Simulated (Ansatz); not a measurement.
Take C in the diamond structure (space group Fd-3m, No. 227; a = 3.560 Å) as the base. Axes: x, y, z lie along the cube axes.

Modification: compressive biaxial strain of 2.50 % in the plane normal to [111], as in epitaxy on a mismatched substrate; the out-of-plane cell vector and the atoms relax.

The values are results of r2SCAN/PAW in Ansatz (an electronic-structure program), without spin-orbit coupling, not measurements.

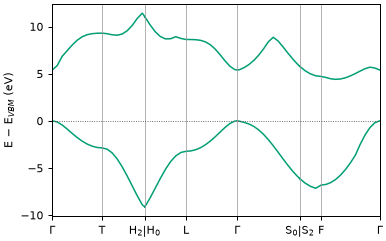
Figure. Highest valence and lowest conduction band along the path of the changed cell's own zone

The gap is 4.40 eV, indirect, Γ → F–Γ (25 % along); the base has 4.36 eV.

No phonon test of stability was made. Labels are those of the standard path for the cell's own space group.
